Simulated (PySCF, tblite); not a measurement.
# C6H12FNSi: geometry, infrared bands and NMR shifts

Wanted: the infrared bands and NMR shifts of C6H12FNSi (`C[C@@H]([SiH3])CC[C@H](F)C#N`), by calculation.

The runs use tblite 0.8.0 and PySCF 2.14.0, with density-fitted response routines of our own; the level of theory stands in each step. All values are computed, except where a source is named. Atoms are numbered from 0 throughout.

## (1) Starting geometry

21 atoms, charge 0, multiplicity 1; geometry from: force field or distance geometry start.

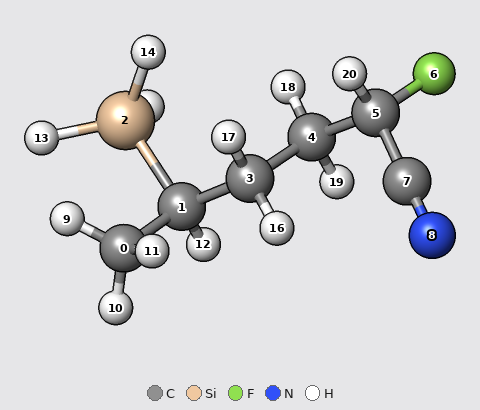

The starting geometry (carbon grey, silicon light orange, fluorine green, nitrogen blue, hydrogen white), atoms numbered.

## (2) Relaxing the molecule with GFN2-xTB

Job settings and geometry (Å):

```
{"job": {"kind": "relax", "xc": "GFN2-xTB", "basis": "xTB"}, "charge": 0, "multiplicity": 1}
C      1.939400    -1.458600     0.118900
C      1.082700    -0.297400     0.613900
Si     2.020600     1.246300     0.080800
C     -0.253200    -0.357900    -0.072100
C     -1.187200     0.756200     0.380800
C     -2.476500     0.546900    -0.405400
F     -3.388200     1.514600    -0.087000
C     -3.023800    -0.771600    -0.132700
N     -3.465700    -1.819000     0.078400
H      2.836800    -1.098400    -0.379100
H      2.241500    -2.034100     1.009700
H      1.284400    -2.070300    -0.526100
H      0.934500    -0.306700     1.715600
H      3.421800     0.870900    -0.133300
H      1.375000     1.686400    -1.191300
H      1.901200     2.285600     1.107700
H     -0.736500    -1.365600     0.073000
H     -0.104500    -0.267200    -1.162600
H     -0.761900     1.763200     0.233400
H     -1.403200     0.590700     1.473200
H     -2.246200     0.603000    -1.486800
```

The run is started by

```console
OMP_NUM_THREADS=1 python probes_run.py task.json out
```

One launch serves the whole session: the jobs run in the order shown.

Output:

```text
step      E/eV     max force
  0    -769.65999    1.814
  1    -769.67140    6.061
  2    -769.80604    0.890
  3    -769.85310    0.681
  4    -769.89955    0.420
  5    -769.92901    0.408
  6    -769.95074    0.350
  7    -769.97594    0.309
  8    -769.99448    0.262
  9    -770.00609    0.237
 10    -770.01405    0.185
 11    -770.02180    0.180
 12    -770.02840    0.160
 13    -770.03321    0.136
 14    -770.03681    0.129
 15    -770.04042    0.118
 16    -770.04394    0.136
 17    -770.04646    0.123
 18    -770.04824    0.121
 19    -770.05008    0.117
 20    -770.05243    0.119
 21    -770.05492    0.127
 22    -770.05692    0.095
 23    -770.05841    0.084
 24    -770.05985    0.106
 25    -770.06125    0.084
 26    -770.06227    0.069
 27    -770.06300    0.071
 28    -770.06377    0.081
 29    -770.06480    0.085
 30    -770.06598    0.085
 31    -770.06708    0.086
 32    -770.06818    0.074
 33    -770.06959    0.095
 34    -770.07147    0.110
 35    -770.07348    0.107
 36    -770.07508    0.071
 37    -770.07637    0.067
 38    -770.07776    0.096
 39    -770.07942    0.104
 40    -770.08114    0.087
 41    -770.08271    0.090
 42    -770.08426    0.091
 43    -770.08614    0.121
 44    -770.08860    0.125
 45    -770.09151    0.140
 46    -770.09460    0.134
 47    -770.09783    0.120
 48    -770.10118    0.171
 49    -770.10328    0.211
 50    -770.10868    0.155
 51    -770.11380    0.166
 52    -770.11920    0.179
 53    -770.12442    0.189
 54    -770.13096    0.173
 55    -770.13699    0.234
 56    -770.13855    0.361
 57    -770.14956    0.191
 58    -770.15637    0.175
 59    -770.16465    0.259
 60    -770.17246    0.217
 61    -770.18013    0.298
 62    -770.18827    0.149
 63    -770.19316    0.158
 64    -770.19869    0.190
 65    -770.20371    0.166
 66    -770.20811    0.139
 67    -770.21028    0.113
 68    -770.21155    0.180
 69    -770.21311    0.106
 70    -770.21502    0.087
 71    -770.21713    0.071
 72    -770.21870    0.072
 73    -770.21953    0.057
 74    -770.22012    0.052
 75    -770.22085    0.061
 76    -770.22159    0.073
 77    -770.22211    0.053
 78    -770.22241    0.032
 79    -770.22264    0.044
 80    -770.22292    0.053
 81    -770.22325    0.051
 82    -770.22356    0.040
 83    -770.22381    0.043
 84    -770.22403    0.036
 85    -770.22426    0.042
 86    -770.22449    0.042
 87    -770.22467    0.029
 88    -770.22478    0.018
 89    -770.22484    0.016
 90    -770.22489    0.018
 91    -770.22494    0.015
 92    -770.22497    0.015
 93    -770.22500    0.011
 94    -770.22501    0.010
 95    -770.22503    0.008
```

Run time: 0.82 s. Hardware: 1 thread of Arm Neoverse V1, shared host; peak memory 0.18 GiB.

Along the way: (not every step is listed)

```tsv
step	energy from step 0 (eV)	largest force (eV/Å)
0	0.0000	1.8141
1	-0.0114	6.0612
2	-0.1461	0.8902
3	-0.1931	0.6806
4	-0.2396	0.4200
5	-0.2690	0.4079
6	-0.2908	0.3498
7	-0.3160	0.3087
8	-0.3345	0.2624
16	-0.3840	0.1364
24	-0.3999	0.1064
32	-0.4082	0.0743
40	-0.4212	0.0866
48	-0.4412	0.1711
56	-0.4786	0.3614
64	-0.5387	0.1904
72	-0.5587	0.0724
80	-0.5629	0.0535
88	-0.5648	0.0181
90	-0.5649	0.0176
91	-0.5649	0.0154
92	-0.5650	0.0147
93	-0.5650	0.0106
94	-0.5650	0.0099
95	-0.5650	0.0081
```

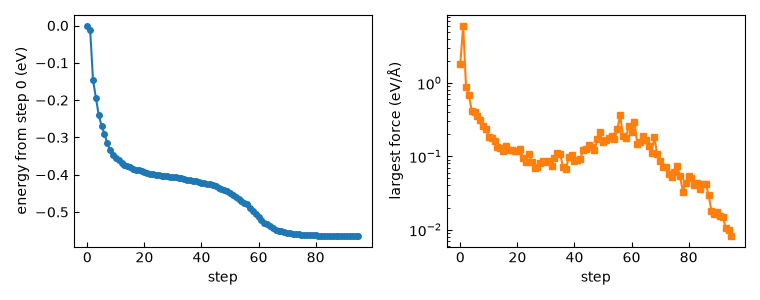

Energy and force, step by step.

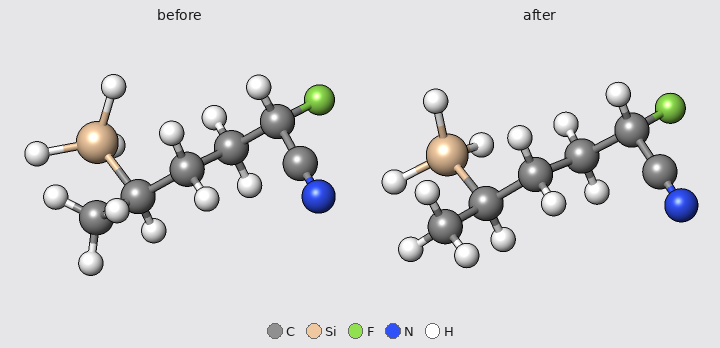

The geometry before (left) and after (right).

Close pairs (by a distance rule), those that changed most:

```tsv
bond	before (Å)	after (Å)	change (Å)
C4–H19	1.126	1.093	-0.033
C3–H16	1.127	1.096	-0.031
C1–Si2	1.883	1.914	+0.030
C1–C3	1.503	1.531	+0.028
Si2–H14	1.493	1.465	-0.028
C1–H12	1.112	1.096	-0.016
C0–H10	1.103	1.087	-0.015
C5–F6	1.367	1.382	+0.015
```

The final coordinates are the input of the step that follows.

## (3) Infrared spectrum with GFN2-xTB

Job settings and geometry (Å):

```
{"job": {"kind": "ir", "xc": "GFN2-xTB", "basis": "xTB"}, "charge": 0, "multiplicity": 1}
C      1.973825    -1.524669     0.062027
C      1.125704    -0.336262     0.513941
Si     2.075766     1.302188     0.239677
C     -0.224757    -0.378930    -0.205864
C     -1.199807     0.677968     0.302512
C     -2.561858     0.559959    -0.387275
F     -3.371349     1.615581    -0.012079
C     -3.215515    -0.691205    -0.040522
N     -3.714348    -1.676852     0.248227
H      2.184907    -1.462823    -1.003966
H      2.921118    -1.549736     0.594998
H      1.454557    -2.464015     0.249191
H      0.933112    -0.456708     1.585963
H      3.450337     1.131248     0.707686
H      2.067320     1.613260    -1.191996
H      1.446661     2.393370     0.986175
H     -0.673692    -1.368867    -0.067162
H     -0.066249    -0.241123    -1.279381
H     -0.814455     1.680296     0.107327
H     -1.340755     0.571881     1.380865
H     -2.459440     0.622382    -1.481409
```

Output:

```text
mode    cm-1     km/mol
  1      26.9      1.21
  2      53.1      2.20
  3      84.1      1.13
  4     116.7      2.23
  5     134.1      0.94
  6     163.7      2.75
  7     219.7      0.10
  8     234.7      5.12
  9     243.3      7.27
 10     293.3      3.15
 11     327.1      3.11
 12     365.8      0.33
 13     449.0     15.16
 14     548.9     40.77
 15     554.3     46.51
 16     567.3     30.13
 17     585.8     15.74
 18     668.5     25.12
 19     776.7    178.69
 20     783.5    297.24
 21     796.4    130.12
 22     810.2    163.76
 23     883.5      6.54
 24     952.3      6.84
 25     991.3      8.46
 26    1024.8     69.08
 27    1045.4     20.15
 28    1060.1      2.73
 29    1081.5      3.48
 30    1112.8      4.09
 31    1118.2      0.44
 32    1155.6      2.02
 33    1237.0      3.09
 34    1246.1      1.65
 35    1272.8      1.30
 36    1282.2      6.74
 37    1301.6      3.23
 38    1320.0      2.85
 39    1362.9      2.59
 40    1423.0      1.70
 41    1480.0      0.75
 42    1500.7      0.25
 43    1507.3      1.65
 44    1512.5      4.29
 45    2252.3    288.22
 46    2258.9    315.94
 47    2279.2    287.84
 48    2412.6    109.88
 49    2878.0     15.39
 50    2921.8     37.41
 51    2935.1     44.16
 52    2960.2     32.21
 53    2984.5     35.65
 54    2997.0     26.87
 55    3006.7     52.62
 56    3023.5     43.41
 57    3038.1     30.85
```

It took 0.91 s on 1 thread of Arm Neoverse V1, shared host; peak memory 0.18 GiB.

Which atoms move in the most intense modes:

```tsv
cm⁻¹	km/mol	atoms
777	178.7	H14 58 %, H13 24 %, H15 13 %
784	297.2	H14 35 %, H15 33 %, H13 24 %
796	130.1	H15 19 %, H13 17 %, H18 14 %, H19 11 %
810	163.8	H15 29 %, H13 25 %
2252	288.2	H14 97 %
2259	315.9	H15 96 %
2279	287.8	H13 96 %
2413	109.9	C7 59 %, N8 40 %
```

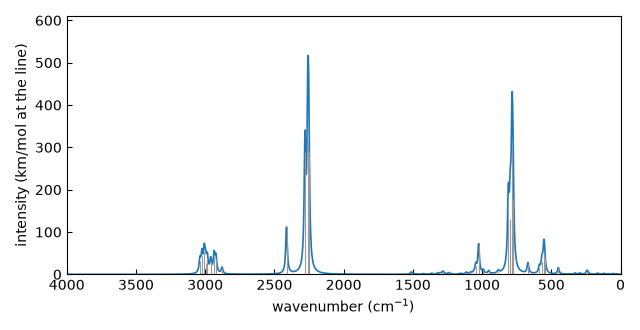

The infrared spectrum from these modes, unscaled. Lines are broadened to a width of 14 cm⁻¹ (Lorentzian).

## (4) Nuclear shieldings: PBE0/pcSseg-1

Same as in step 3 but for these lines:

```diff
@@ -1,2 +1,2 @@
-{"job": {"kind": "ir", "xc": "GFN2-xTB", "basis": "xTB"}, "charge": 0, "multiplicity": 1}
+{"job": {"kind": "nmr", "xc": "PBE0", "basis": "pcSseg-1"}, "charge": 0, "multiplicity": 1}
 C      1.973825    -1.524669     0.062027
```

Level: GIAO PBE0/pcSseg-1 NMR shielding, non-relativistic, gas phase.

Output:

```text
coarse grid: 17728 points
cycle   1  E = -679.1332899421  dE =  8.713e-01  |g| = 6.813e-01  |ddm| = 4.003e+00
cycle   2  E = -678.9270978348  dE =  2.062e-01  |g| = 1.227e+00  |ddm| = 1.379e+00
cycle   3  E = -679.2217205105  dE = -2.946e-01  |g| = 2.211e-01  |ddm| = 9.279e-01
cycle   4  E = -679.2314414374  dE = -9.721e-03  |g| = 6.484e-02  |ddm| = 1.756e-01
cycle   5  E = -679.2322421341  dE = -8.007e-04  |g| = 1.678e-02  |ddm| = 5.380e-02
cycle   6  E = -679.2322963836  dE = -5.425e-05  |g| = 3.799e-03  |ddm| = 1.535e-02
cycle   7  E = -679.2322993489  dE = -2.965e-06  |g| = 9.245e-04  |ddm| = 4.030e-03
final grid: 166240 points
cycle   8  E = -679.2933172540  dE = -5.078e-05  |g| = 9.751e-03  |ddm| = 3.183e-02
cycle   9  E = -679.2933032237  dE =  1.403e-05  |g| = 1.276e-02  |ddm| = 1.952e-02
cycle  10  E = -679.2933402955  dE = -3.707e-05  |g| = 1.192e-03  |ddm| = 1.122e-02
cycle  11  E = -679.2933405269  dE = -2.314e-07  |g| = 2.468e-04  |ddm| = 1.146e-03
cycle  12  E = -679.2933405360  dE = -9.127e-09  |g| = 8.617e-05  |ddm| = 2.365e-04
cycle  13  E = -679.2933405374  dE = -1.369e-09  |g| = 3.876e-05  |ddm| = 9.247e-05
cycle  14  E = -679.2933405376  dE = -2.597e-10  |g| = 1.756e-05  |ddm| = 3.129e-05
converged SCF energy = -679.2933405376

GIAO shielding tensors (ppm)
atom      isotropic    diamagn.    paramagn.     s11        s22        s33       span
  0 C      164.783     246.779     -81.996    145.731    161.101    187.518     41.787
  1 C      167.201     250.849     -83.648    154.956    167.675    178.973     24.017
  2 Si     411.225     881.245    -470.020    370.828    394.261    468.585     97.757
  3 C      151.954     253.968    -102.013    137.835    146.758    171.271     33.436
  4 C      146.653     249.635    -102.982    122.850    150.281    166.829     43.979
  5 C      103.825     246.770    -142.945     62.644     93.543    155.287     92.642
  6 F      383.422     465.274     -81.851    341.283    394.375    414.609     73.325
  7 C       64.990     262.064    -197.074    -53.355    -46.563    294.889    348.243
  8 N      -47.337     338.058    -385.395   -217.988   -191.744    267.719    485.707
  9 H       30.728      30.770      -0.042     27.149     28.568     36.467      9.319
 10 H       30.333      29.548       0.785     25.249     28.027     37.723     12.474
 11 H       30.286      30.640      -0.354     25.529     28.273     37.057     11.528
 12 H       30.715      34.021      -3.306     26.653     29.634     35.857      9.204
 13 H       27.972      30.014      -2.042     24.412     25.906     33.598      9.186
 14 H       28.162      30.425      -2.263     25.091     26.514     32.882      7.791
 15 H       27.631      30.272      -2.641     23.549     26.753     32.592      9.042
 16 H       29.943      36.309      -6.366     24.290     30.627     34.912     10.622
 17 H       30.730      35.749      -5.019     26.837     31.027     34.327      7.489
 18 H       29.522      32.846      -3.323     23.858     31.357     33.351      9.494
 19 H       29.763      32.834      -3.071     25.794     30.219     33.275      7.481
 20 H       26.647      29.056      -2.409     23.954     27.159     28.828      4.874
```

Run time: 42 s. Hardware: 1 thread of Arm Neoverse V1, shared host; peak memory 0.98 GiB.

The references, computed at this level on geometries of the same kind, shield at (ppm): 1H TMS 31.72, 13C TMS 186.9, 29Si TMS 349.2, 19F CFCl3 170.9, 15N NH3 267.7. Their shielding less the atom's gives the shift. The references are single molecules in the gas phase, so shifts against H2O, NH3, PH3, H3PO4 or CFCl3 are not on the usual liquid scales and can be off by tens of ppm. Atoms listed in one row are averaged.

```tsv
atoms	environment	σ (ppm)	δ (ppm)	δ scaled to CDCl3
C7	nitrile carbon	65.0	121.9	117.1
C5	sp3 CH bonded to F, α to a nitrile	103.8	83.1	79.2
C4	sp3 CH2	146.7	40.3	37.4
C3	sp3 CH2	152.0	35.0	32.2
C0	methyl carbon	164.8	22.1	19.7
C1	sp3 CH bonded to Si	167.2	19.7	17.3
H20	hydrogen on an sp3 CH bonded to F, α to a nitrile	26.65	5.07	4.89
H13, H14, H15	hydrogen on a silicon bonded to C	27.92	3.79	–
H18	hydrogen on an sp3 CH2	29.52	2.19	2.17
H19	hydrogen on an sp3 CH2	29.76	1.95	1.95
H16	hydrogen on an sp3 CH2	29.94	1.77	1.78
H9, H10, H11	hydrogen on a methyl carbon	30.45	1.27	1.30
H12	hydrogen on an sp3 CH bonded to Si	30.71	1.00	1.05
H17	hydrogen on an sp3 CH2	30.73	0.99	1.04
Si2	silicon bonded to C, 3 H	411.2	-62.1	–
F6	fluorine on an sp3 carbon	383.4	-212.5	–
N8	nitrile nitrogen	-47.3	315.1	–
```

The scaled column applies a straight-line fit of computed shieldings to shifts measured in CDCl3, and one for carbons that bear F (root-mean-square error 0.16 ppm for H, 1.9 ppm for C).

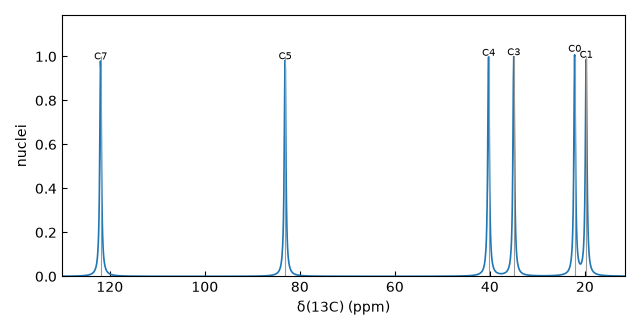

13C lines at the computed shifts, without couplings. Lines are broadened to a width of 0.41 ppm (Lorentzian).

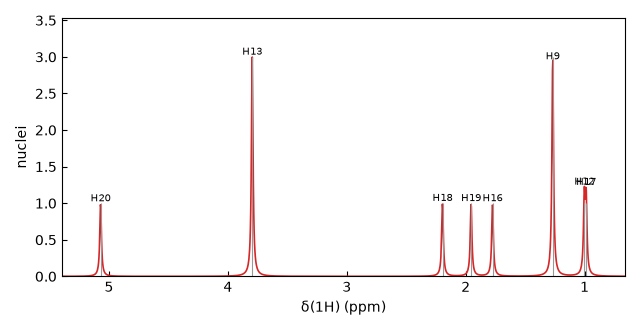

1H lines at the computed shifts, without couplings. Lines are broadened to a width of 0.02 ppm (Lorentzian).

Charges from the same density, by scheme (e):

```tsv
atoms	Mulliken	IAO	Hirshfeld	ESP fit
C0	-0.21	-0.41	-0.12	-0.52
C1	-0.58	-0.36	-0.10	0.18
Si2	0.49	0.58	0.31	0.24
C3	-0.24	-0.25	-0.07	-0.19
C4	-0.23	-0.26	-0.07	-0.12
C5	0.24	0.16	0.09	0.26
F6	-0.31	-0.31	-0.10	-0.25
C7	0.08	0.12	0.08	0.29
N8	-0.23	-0.21	-0.20	-0.42
```

Mulliken charges:

C0 -0.21; C1 -0.58; Si2 0.49; C3 -0.24; C4 -0.23; C5 0.24; F6 -0.31; C7 0.08; N8 -0.23; H9 0.11; H10 0.12; H11 0.12; H12 0.15; H13 -0.08; H14 -0.07; H15 -0.08; H16 0.15; H17 0.12; H18 0.16; H19 0.14; H20 0.15

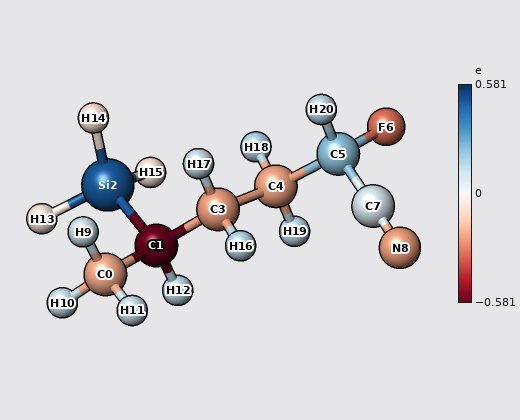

Mulliken charges, as colours on the atoms.

Mayer bond orders: C0–C1 1.05, C1–Si2 0.88, C1–C3 1.01, C3–C4 1.01, C4–C5 1.04, C5–F6 0.89, C5–C7 0.95, C7–N8 3.03.

## (5) Results

```
                                                              quantity                                               value
                             strongest single infrared mode (GFN2-xTB)                               2259 cm⁻¹, 316 km/mol
                                          zero-point energy (GFN2-xTB)                                      102.4 kcal/mol
                                13C shifts against TMS (PBE0/pcSseg-1)             121.9, 83.1, 40.3, 35.0, 22.1, 19.7 ppm
1H shifts against TMS (PBE0/pcSseg-1, means over atoms taken as alike)  5.07, 3.79, 2.19, 1.95, 1.77, 1.27, 1.00, 0.99 ppm
                               29Si shifts against TMS (PBE0/pcSseg-1)                                           -62.1 ppm
                              19F shifts against CFCl3 (PBE0/pcSseg-1)                                          -212.5 ppm
                                15N shifts against NH3 (PBE0/pcSseg-1)                                           315.1 ppm
```

**Reading.** Over 95 steps the energy fell by 0.565 eV; of the close pairs, C4–H19 changed most, 1.126 to 1.093 Å. All 57 modes are real, so the xTB geometry is a minimum. The strongest single mode, at 2259 cm⁻¹, moves mainly H15. GFN2-xTB is a fitted tight-binding method: band positions and strengths are rough. Its intensities can rank the bands wrongly. C7 (nitrile carbon) lies farthest downfield among carbon, at 121.9 ppm; this is the usual window of a C≡N carbon, which has no attached hydrogen. H20 (hydrogen on an sp3 CH bonded to F, α to a nitrile) lies farthest downfield among hydrogen, at 5.07 ppm; its carbon carries F, which withdraws density. At PBE0/pcSseg-1: The largest span, 486 ppm, is at N8, where the paramagnetic term is -385 ppm.
